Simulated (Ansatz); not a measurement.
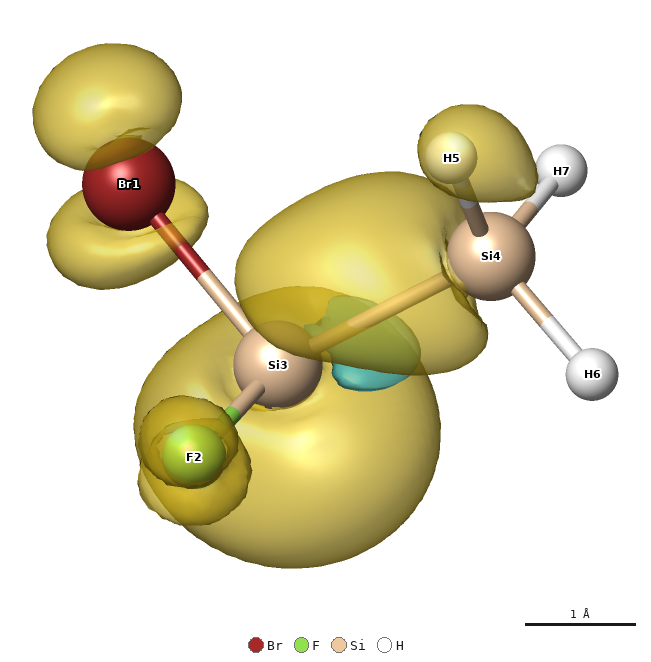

Figure 1: BrFH3Si2 (SMILES F[Si]([SiH3])Br) (doublet). Isosurfaces of the spin density at +0.015 (yellow) and −0.015 e/Å³ (cyan), seen at a tilt.

Geometry: PBE0-D3(BJ)/def2-SVP.

All numbers below come from isolated molecule in a Gaussian basis; Kohn-Sham density functional theory, functional PBE0 (Ansatz).

```csv
atom,x (Å),y (Å),z (Å)
Br,1.2477,-1.2172,4.1144
F,1.5165,-0.4191,1.0930
Si,1.5706,-1.7869,1.9800
Si,-0.2232,-3.1822,1.3354
H,-1.5244,-2.4750,1.5320
H,-0.0540,-3.5614,-0.0985
H,-0.1542,-4.3972,2.1988
```

Question: Describe the spin distribution.

Answer: The unpaired spin (1 electron) lies mostly on Si3 (about 0.7), Si4 (about 0.1) and Br1 (about 0.1), in electrons by Hirshfeld's partition.
